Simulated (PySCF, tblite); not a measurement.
# C₆H₁₂S: dynamics, then NMR shifts on frames, part 1 of 2

How do NMR shifts of C₆H₁₂S (`CSCC1CCC1`) change as the atoms move?

Computed with tblite 0.8.0 and PySCF 2.14.0, with density-fitted response routines of our own, on a single molecule in the gas phase. Atoms are numbered from 0 throughout.

## (1) The molecule as given

19 atoms, charge 0, multiplicity 1; geometry from: GFN2-xTB.

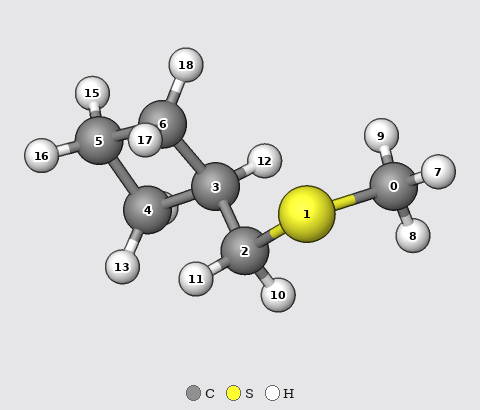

The starting geometry (carbon grey, sulfur yellow, hydrogen white), atoms numbered; sticks join atoms by distance.

## (2) Dynamics with GFN2-xTB

Job settings and geometry (Å):

```
{"job": {"kind": "md", "xc": "GFN2-xTB", "basis": "xTB", "temperature": 400, "steps": 2000, "every": 50, "frames": 5}, "charge": 0, "multiplicity": 1}
C      3.004466     0.083092    -0.400800
S      2.049906    -0.111118     1.130143
C      0.576825    -0.979620     0.493802
C     -0.309359    -0.097792    -0.361416
C     -1.723534    -0.647736    -0.636993
C     -2.329439     0.654660    -0.091609
C     -0.932295     1.117205     0.348659
H      3.980260     0.458707    -0.111084
H      3.107377    -0.882981    -0.887444
H      2.516615     0.797507    -1.057760
H      0.917839    -1.859077    -0.055646
H      0.044919    -1.302775     1.388770
H      0.213485     0.174710    -1.280188
H     -1.963297    -1.523310    -0.036437
H     -1.942380    -0.868703    -1.679776
H     -2.768320     1.282107    -0.864467
H     -3.053845     0.530705     0.710366
H     -0.780404     1.094735     1.425854
H     -0.618622     2.088935    -0.026271
```

Method: GFN2-xTB Langevin dynamics, gas phase.

Run with:

```
$ OMP_NUM_THREADS=1 python probes_run.py task.json out
```

The driver reads the jobs from task.json and runs them one after another.

Standard output:

```text
t/fs     T/K      E/eV
    0.0   325.0   -603.91544
   25.0   246.0   -603.25107
   50.0   369.8   -603.34418
   75.0   258.9   -603.12775
  100.0   345.6   -603.21530
  125.0   402.3   -603.27231
  150.0   370.4   -603.13426
  175.0   460.5   -603.24772
  200.0   420.1   -603.15352
  225.0   324.6   -603.06335
  250.0   309.6   -603.02495
  275.0   395.5   -603.24558
  300.0   450.6   -603.01257
  325.0   462.8   -602.88045
  350.0   401.1   -602.87277
  375.0   459.8   -602.90058
  400.0   331.0   -603.11466
  425.0   444.2   -603.28137
  450.0   443.5   -603.19568
  475.0   336.2   -602.72777
  500.0   547.8   -602.96538
  525.0   518.6   -602.97982
  550.0   361.6   -602.94874
  575.0   361.0   -602.84164
  600.0   420.6   -602.98430
  625.0   350.0   -602.96479
  650.0   453.5   -602.93287
  675.0   499.8   -603.09955
  700.0   443.8   -603.01305
  725.0   396.5   -603.12379
  750.0   327.0   -603.03670
  775.0   335.0   -602.92299
  800.0   384.4   -603.12213
  825.0   288.9   -603.09003
  850.0   332.8   -603.16373
  875.0   294.1   -603.14027
  900.0   373.8   -603.14070
  925.0   373.7   -603.04021
  950.0   434.4   -603.17570
  975.0   373.1   -602.95681
 1000.0   445.7   -603.05265
```

It took 11 s on 1 thread of Intel Xeon 6975P-C, shared host; peak memory 0.18 GiB.

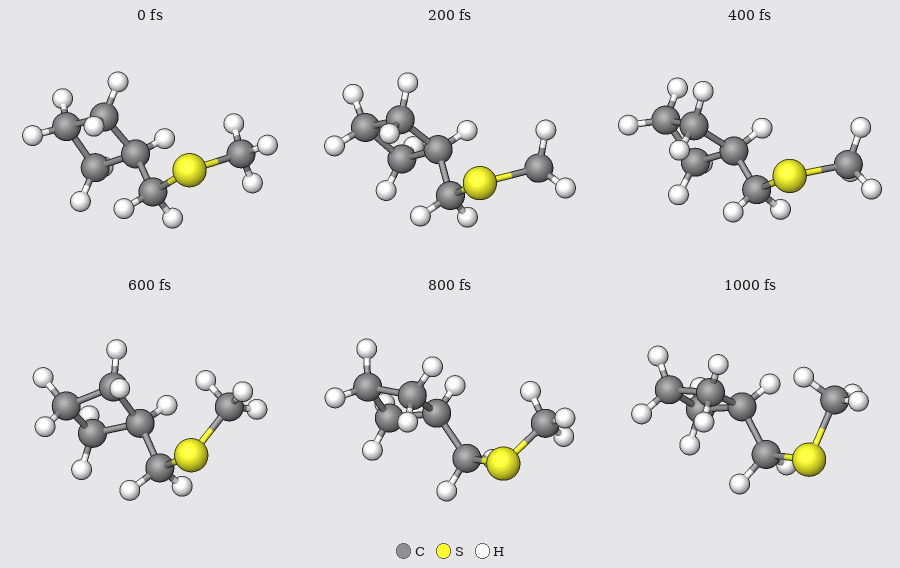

Frames of the run.

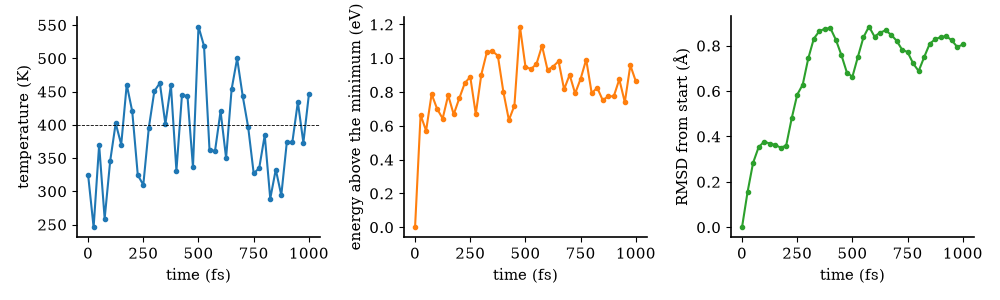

Temperature, potential energy and distance from the start.

Positions (Å) and forces (eV/Å) at 1000 fs:

```xyz
19

C     3.176    0.922    0.044   -0.364   -0.180    1.638
S     2.619   -0.711    0.770   -0.073    0.704   -0.077
C     0.947   -0.812    0.055   -0.942   -1.609   -0.991
C     0.164    0.512   -0.123    0.654   -2.080   -2.149
C    -1.325    0.274   -0.500   -0.924   -0.451   -0.368
C    -1.706    1.113    0.770   -0.565   -1.423   -1.661
C    -0.261    1.192    1.098    0.670   -0.153    3.293
H     3.253    0.852   -1.052   -0.147    0.265    0.751
H     2.433    1.657    0.501    1.142   -0.693   -1.129
H     4.155    1.057    0.560   -0.667    0.055   -0.755
H     1.133   -1.334   -0.936   -0.348    0.883    0.597
H     0.312   -1.602    0.586    1.010    1.202   -0.013
H     0.742    1.053   -0.866   -0.247    0.512   -0.117
H    -1.694   -0.801   -0.480    0.692    1.132    0.204
H    -1.740    0.673   -1.463    0.768   -0.097    0.736
H    -2.148    2.020    0.483   -0.789    1.148   -0.084
H    -2.319    0.509    1.416   -0.285    0.289    0.501
H    -0.121    0.513    1.952    0.399   -0.019    0.103
H     0.177    2.117    1.450    0.019    0.514   -0.479
```

## (3) Nuclear shieldings: 250 fs, PBE0/pcSseg-1

Job settings and geometry (Å):

```
{"job": {"kind": "nmr", "xc": "PBE0", "basis": "pcSseg-1", "pop": false}, "charge": 0, "multiplicity": 1}
C      2.852800    -0.552200    -0.146100
S      1.794200    -1.093000     1.266200
C      0.264900    -1.593800     0.363000
C     -0.396500    -0.479000    -0.336200
C     -1.688500    -0.818800    -1.030700
C     -2.452700     0.154700     0.000900
C     -1.078800     0.531100     0.598400
H      3.453300    -1.420000    -0.504600
H      2.180700    -0.161700    -0.839100
H      3.596800     0.096600     0.124200
H      0.541200    -2.497900    -0.292000
H     -0.354300    -2.122400     1.170600
H      0.236000    -0.025800    -1.152800
H     -1.933800    -1.890600    -0.861300
H     -1.801200    -0.476900    -2.027700
H     -2.923400     0.982200    -0.555600
H     -3.205500    -0.200900     0.713200
H     -1.127900     0.450400     1.633800
H     -0.813900     1.562500     0.394200
```

Method: GIAO PBE0/pcSseg-1 NMR shielding, non-relativistic, gas phase.

Standard output:

```text
coarse grid: 15584 points
cycle   1  E = -633.4261829842  dE =  6.767e-01  |g| = 3.694e-01  |ddm| = 3.872e+00
cycle   2  E = -633.4239046818  dE =  2.278e-03  |g| = 4.019e-01  |ddm| = 7.749e-01
cycle   3  E = -633.4653627988  dE = -4.146e-02  |g| = 4.923e-02  |ddm| = 4.029e-01
cycle   4  E = -633.4658903206  dE = -5.275e-04  |g| = 1.810e-02  |ddm| = 8.628e-02
cycle   5  E = -633.4659635211  dE = -7.320e-05  |g| = 5.767e-03  |ddm| = 2.783e-02
cycle   6  E = -633.4659706307  dE = -7.110e-06  |g| = 1.943e-03  |ddm| = 7.039e-03
final grid: 143464 points
cycle   7  E = -633.5125038034  dE = -3.874e-05  |g| = 9.718e-03  |ddm| = 3.526e-02
cycle   8  E = -633.5124887965  dE =  1.501e-05  |g| = 1.241e-02  |ddm| = 1.937e-02
cycle   9  E = -633.5125274561  dE = -3.866e-05  |g| = 5.598e-04  |ddm| = 1.157e-02
cycle  10  E = -633.5125275238  dE = -6.776e-08  |g| = 2.288e-04  |ddm| = 9.572e-04
cycle  11  E = -633.5125275361  dE = -1.226e-08  |g| = 5.113e-05  |ddm| = 2.456e-04
cycle  12  E = -633.5125275367  dE = -6.014e-10  |g| = 2.003e-05  |ddm| = 7.596e-05
converged SCF energy = -633.5125275367

GIAO shielding tensors (ppm)
atom      isotropic    diamagn.    paramagn.     s11        s22        s33       span
  0 C      173.504     249.366     -75.862    151.511    169.840    199.161     47.651
  1 S      540.015    1055.214    -515.199    410.182    475.549    734.313    324.131
  2 C      136.776     246.115    -109.339    119.028    131.181    160.119     41.091
  3 C      158.201     244.413     -86.212    137.185    157.346    180.070     42.885
  4 C      158.124     249.979     -91.856    144.380    151.210    178.780     34.400
  5 C      166.275     252.711     -86.436    152.687    160.368    185.770     33.082
  6 C      165.638     243.380     -77.742    147.918    155.623    193.372     45.454
  7 H       29.054      28.256       0.798     23.232     26.585     37.345     14.113
  8 H       30.726      32.495      -1.769     23.509     32.246     36.423     12.914
  9 H       31.720      31.548       0.172     26.708     28.534     39.917     13.209
 10 H       27.667      28.991      -1.324     21.987     27.680     33.335     11.348
 11 H       28.048      29.423      -1.375     23.173     27.310     33.663     10.490
 12 H       28.016      30.957      -2.940     22.269     29.473     32.307     10.038
 13 H       29.321      29.545      -0.224     25.749     27.970     34.244      8.495
 14 H       29.743      30.909      -1.166     26.325     27.603     35.301      8.977
 15 H       29.204      29.689      -0.484     26.113     26.528     34.973      8.860
 16 H       29.605      29.750      -0.145     25.896     26.988     35.931     10.034
 17 H       30.874      31.832      -0.958     26.403     30.546     35.672      9.269
 18 H       29.589      30.448      -0.859     25.547     28.107     35.112      9.565
```

Wall time 25 s (1 thread of Intel Xeon 6975P-C, shared host); peak memory 0.91 GiB.

Shifts follow as δ = σ(reference) − σ, with reference shieldings (ppm) from runs at the same level and on the same kind of geometry: ¹H TMS 31.72, ¹³C TMS 186.9, ³³S CS2 504. The references are single molecules in the gas phase. Each atom is listed at this fixed geometry, with no averaging over motion; a spectrum would average atoms that exchange fast.

| atoms | environment | σ (ppm) | δ (ppm) |
| --- | --- | --- | --- |
| C2 | sp3 CH2 bonded to S | 136.8 | 50.1 |
| C4 | sp3 CH2 in a ring | 158.1 | 28.8 |
| C3 | sp3 CH in a ring | 158.2 | 28.7 |
| C6 | sp3 CH2 in a ring | 165.6 | 21.3 |
| C5 | sp3 CH2 in a ring | 166.3 | 20.7 |
| C0 | methyl carbon bonded to S | 173.5 | 13.4 |
| H10 | hydrogen on an sp3 CH2 bonded to S | 27.67 | 4.05 |
| H12 | hydrogen on an sp3 CH in a ring | 28.02 | 3.70 |
| H11 | hydrogen on an sp3 CH2 bonded to S | 28.05 | 3.67 |
| H7 | hydrogen on a methyl carbon bonded to S | 29.05 | 2.66 |
| H15 | hydrogen on an sp3 CH2 in a ring | 29.20 | 2.51 |
| H13 | hydrogen on an sp3 CH2 in a ring | 29.32 | 2.40 |
| H18 | hydrogen on an sp3 CH2 in a ring | 29.59 | 2.13 |
| H16 | hydrogen on an sp3 CH2 in a ring | 29.60 | 2.11 |
| H14 | hydrogen on an sp3 CH2 in a ring | 29.74 | 1.97 |
| H8 | hydrogen on a methyl carbon bonded to S | 30.73 | 0.99 |
| H17 | hydrogen on an sp3 CH2 in a ring | 30.87 | 0.84 |
| H9 | hydrogen on a methyl carbon bonded to S | 31.72 | 0.00 |
| S1 | sulfide sulfur | 540 | -36 |

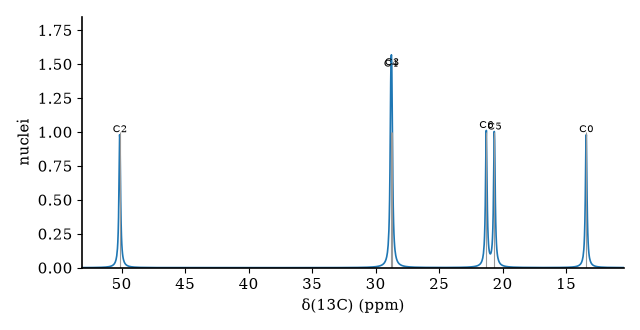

¹³C lines at the computed shifts, without couplings. Lines are broadened to a width of 0.15 ppm (Lorentzian).

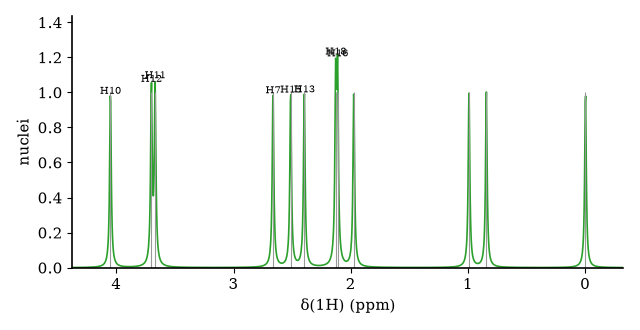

¹H lines at the computed shifts, without couplings. Lines are broadened to a width of 0.02 ppm (Lorentzian).

Ring of atoms C3, C4, C5, C6: NICS(0) 1.6, NICS(1) 0.5, NICS(1)zz 5.2 ppm (means of both faces). The ring holds saturated atoms, so no π current runs round it: these values come from its σ bonds, any local π bonds and neighbouring rings, and say nothing of aromaticity.

The fields below are evaluated on a grid from the run's orbitals.

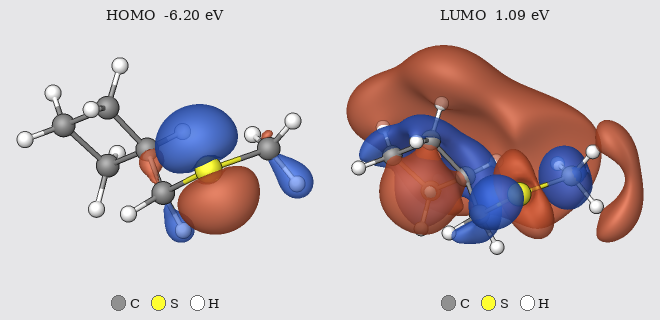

Frontier orbitals at PBE0/pcSseg-1; each surface holds 70 % of the orbital's density, blue and red mark the sign.

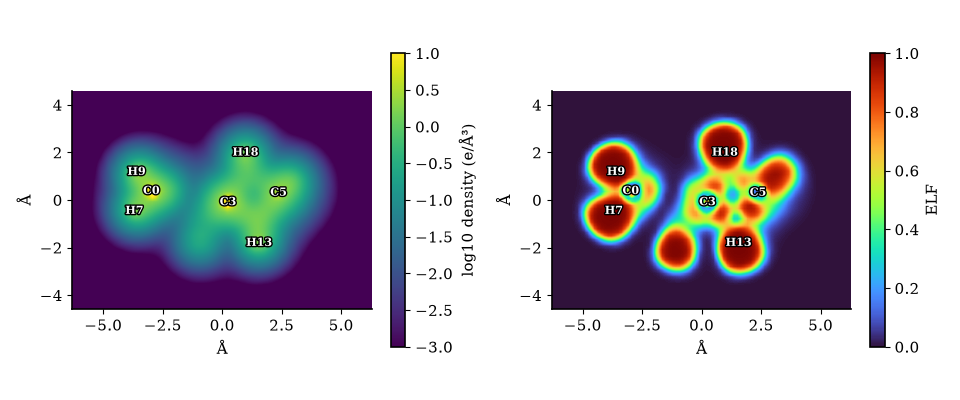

Density (left) and ELF (right) in a plane through or near 7 of the atoms.

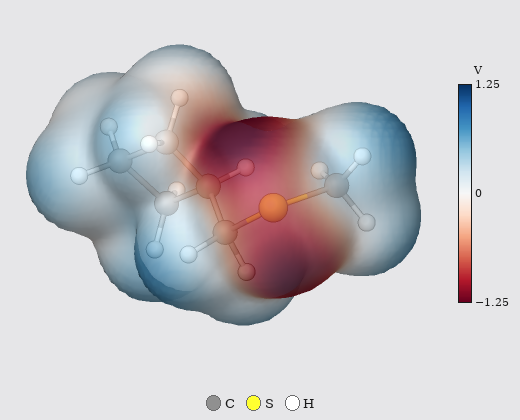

The potential that a unit positive charge feels on the 0.002 e/bohr³ surface, from -1.25 V near S1 to 0.82 V near H12.

## (4) Nuclear shieldings: 425 fs, PBE0/pcSseg-1

Job settings and geometry (Å):

```
{"job": {"kind": "nmr", "xc": "PBE0", "basis": "pcSseg-1", "pop": false}, "charge": 0, "multiplicity": 1}
C      3.245900    -0.801800     0.146900
S      2.053200    -0.959700     1.468300
C      0.643200    -1.654600     0.484200
C     -0.351500    -0.667100    -0.148700
C     -1.760700    -1.208600    -0.600000
C     -2.356700     0.055300     0.124900
C     -0.975000     0.311400     0.835000
H      2.939700    -1.394100    -0.783500
H      3.191800     0.295400    -0.112600
H      4.332400    -1.079500     0.335600
H      1.161000    -2.265300    -0.257400
H      0.140400    -2.316000     1.199400
H      0.188300    -0.132900    -0.911400
H     -2.022500    -2.169500    -0.051500
H     -2.008900    -1.198800    -1.676400
H     -2.570400     0.839900    -0.578600
H     -3.248400    -0.127000     0.752600
H     -0.876500    -0.066000     1.832200
H     -0.549900     1.292800     0.738800
```

Method: GIAO PBE0/pcSseg-1 NMR shielding, non-relativistic, gas phase.

Standard output:

```text
coarse grid: 15584 points
cycle   1  E = -633.4437692302  dE =  5.193e-01  |g| = 3.398e-01  |ddm| = 3.790e+00
cycle   2  E = -633.4428990299  dE =  8.702e-04  |g| = 3.668e-01  |ddm| = 7.301e-01
cycle   3  E = -633.4779913531  dE = -3.509e-02  |g| = 4.470e-02  |ddm| = 3.751e-01
cycle   4  E = -633.4784136826  dE = -4.223e-04  |g| = 1.744e-02  |ddm| = 7.677e-02
cycle   5  E = -633.4784842790  dE = -7.060e-05  |g| = 4.961e-03  |ddm| = 2.661e-02
cycle   6  E = -633.4784895675  dE = -5.288e-06  |g| = 1.541e-03  |ddm| = 5.845e-03
final grid: 143464 points
cycle   7  E = -633.5259438198  dE = -3.604e-05  |g| = 9.774e-03  |ddm| = 3.396e-02
cycle   8  E = -633.5259288424  dE =  1.498e-05  |g| = 1.247e-02  |ddm| = 2.030e-02
cycle   9  E = -633.5259682917  dE = -3.945e-05  |g| = 5.610e-04  |ddm| = 1.199e-02
cycle  10  E = -633.5259683579  dE = -6.621e-08  |g| = 2.237e-04  |ddm| = 8.431e-04
cycle  11  E = -633.5259683696  dE = -1.171e-08  |g| = 4.804e-05  |ddm| = 2.303e-04
cycle  12  E = -633.5259683701  dE = -4.742e-10  |g| = 2.031e-05  |ddm| = 5.819e-05
converged SCF energy = -633.5259683701

GIAO shielding tensors (ppm)
atom      isotropic    diamagn.    paramagn.     s11        s22        s33       span
  0 C      155.523     254.642     -99.118    117.562    165.545    183.463     65.901
  1 S      571.471    1056.226    -484.756    448.225    473.941    792.245    344.020
  2 C      123.267     246.835    -123.567     97.903    123.771    148.129     50.226
  3 C      151.023     246.958     -95.935    126.744    154.860    171.466     44.723
  4 C      151.992     250.794     -98.802    141.246    145.930    168.801     27.556
  5 C      164.240     251.569     -87.330    151.455    162.552    178.712     27.257
  6 C      161.242     247.804     -86.563    150.334    153.495    179.895     29.561
  7 H       29.049      30.377      -1.328     24.323     28.673     34.152      9.829
  8 H       27.173      30.605      -3.431     20.224     25.979     35.316     15.092
  9 H       28.202      26.799       1.403     23.701     24.897     36.008     12.307
 10 H       29.360      31.542      -2.181     23.862     30.534     33.685      9.823
 11 H       28.558      31.100      -2.543     22.487     29.122     34.064     11.577
 12 H       29.360      33.606      -4.245     25.722     30.451     31.908      6.186
 13 H       28.935      29.910      -0.976     25.929     27.673     33.202      7.274
 14 H       28.838      29.838      -1.000     25.255     26.523     34.737      9.482
 15 H       29.777      31.098      -1.320     26.779     27.348     35.205      8.426
 16 H       29.326      28.883       0.443     25.669     25.982     36.326     10.657
 17 H       30.602      32.202      -1.600     26.873     31.337     33.596      6.724
 18 H       29.840      31.493      -1.653     26.005     28.219     35.296      9.291
```

It took 19 s on 1 thread of Intel Xeon 6975P-C, shared host; peak memory 0.89 GiB.

Key values: δ C2 63.7, C3 35.9, C4 34.9, C0 31.4, H8 4.54, H9 3.52 ppm.

## (5) Shielding tensors: 625 fs, PBE0/pcSseg-1

Job settings and geometry (Å):

```
{"job": {"kind": "nmr", "xc": "PBE0", "basis": "pcSseg-1", "pop": false}, "charge": 0, "multiplicity": 1}
C      3.050000     0.564100     0.340400
S      2.423500    -0.666200     1.508300
C      1.045000    -1.206400     0.397300
C     -0.005800    -0.142800    -0.046700
C     -1.472200    -0.538400    -0.158800
C     -1.814500     0.471300     0.939300
C     -0.408400     1.040900     0.770100
H      3.289400     0.079700    -0.595700
H      2.336900     1.333000     0.064200
H      3.902100     0.965000     0.641100
H      1.567300    -1.605000    -0.481200
H      0.613600    -2.078500     0.886000
H      0.335700     0.278300    -1.017300
H     -1.628700    -1.608300     0.068500
H     -1.945700    -0.292400    -1.063400
H     -2.565600     1.157800     0.851800
H     -1.931700    -0.074000     1.887400
H      0.273000     1.179200     1.658200
H     -0.382100     2.044300     0.361000
```

Method: GIAO PBE0/pcSseg-1 NMR shielding, non-relativistic, gas phase.

Standard output:

```text
coarse grid: 15584 points
cycle   1  E = -633.4217943902  dE =  8.140e-01  |g| = 3.858e-01  |ddm| = 3.899e+00
cycle   2  E = -633.4149823866  dE =  6.812e-03  |g| = 4.351e-01  |ddm| = 7.761e-01
cycle   3  E = -633.4629008444  dE = -4.792e-02  |g| = 5.161e-02  |ddm| = 4.218e-01
cycle   4  E = -633.4634869867  dE = -5.861e-04  |g| = 1.738e-02  |ddm| = 8.559e-02
cycle   5  E = -633.4635550829  dE = -6.810e-05  |g| = 5.201e-03  |ddm| = 2.549e-02
cycle   6  E = -633.4635610426  dE = -5.960e-06  |g| = 1.491e-03  |ddm| = 6.006e-03
final grid: 143464 points
cycle   7  E = -633.5101349685  dE = -4.539e-05  |g| = 1.027e-02  |ddm| = 3.782e-02
cycle   8  E = -633.5101170544  dE =  1.791e-05  |g| = 1.327e-02  |ddm| = 2.090e-02
cycle   9  E = -633.5101613039  dE = -4.425e-05  |g| = 7.430e-04  |ddm| = 1.290e-02
cycle  10  E = -633.5101614302  dE = -1.263e-07  |g| = 2.654e-04  |ddm| = 1.208e-03
cycle  11  E = -633.5101614468  dE = -1.660e-08  |g| = 5.529e-05  |ddm| = 2.822e-04
cycle  12  E = -633.5101614475  dE = -7.071e-10  |g| = 2.201e-05  |ddm| = 8.683e-05
converged SCF energy = -633.5101614475

GIAO shielding tensors (ppm)
atom      isotropic    diamagn.    paramagn.     s11        s22        s33       span
  0 C      171.813     249.694     -77.881    154.556    164.388    196.496     41.940
  1 S      567.857    1055.049    -487.192    430.598    488.602    784.371    353.773
  2 C      139.919     245.071    -105.152    111.449    145.360    162.949     51.500
  3 C      163.370     247.066     -83.696    146.516    165.590    178.005     31.489
  4 C      160.863     247.637     -86.773    140.679    160.721    181.190     40.512
  5 C      172.117     251.563     -79.446    156.927    170.596    188.829     31.903
  6 C      167.295     248.614     -81.319    152.393    158.866    190.627     38.234
  7 H       30.614      30.748      -0.134     26.152     27.389     38.302     12.150
  8 H       30.412      31.878      -1.465     23.923     30.930     36.384     12.461
  9 H       32.699      31.278       1.421     27.356     28.695     42.046     14.690
 10 H       28.558      30.707      -2.148     22.163     29.022     34.490     12.328
 11 H       29.413      30.195      -0.782     23.575     28.838     35.826     12.251
 12 H       28.601      32.909      -4.308     23.340     29.615     32.848      9.507
 13 H       29.852      30.307      -0.455     25.770     27.851     35.934     10.164
 14 H       29.803      31.438      -1.635     26.566     27.722     35.121      8.555
 15 H       31.552      31.850      -0.298     27.418     28.350     38.887     11.469
 16 H       29.150      29.960      -0.810     26.224     26.767     34.457      8.233
 17 H       28.601      29.647      -1.047     24.217     29.176     32.408      8.191
 18 H       29.863      31.544      -1.681     25.686     28.677     35.226      9.540
```

Wall time 19 s (1 thread of Intel Xeon 6975P-C, shared host); peak memory 0.89 GiB.

This run: δ C2 47.0, C4 26.1, C3 23.6, C6 19.6, H10 3.16, H17 3.12 ppm.

(Continued in part 2 of 2.)
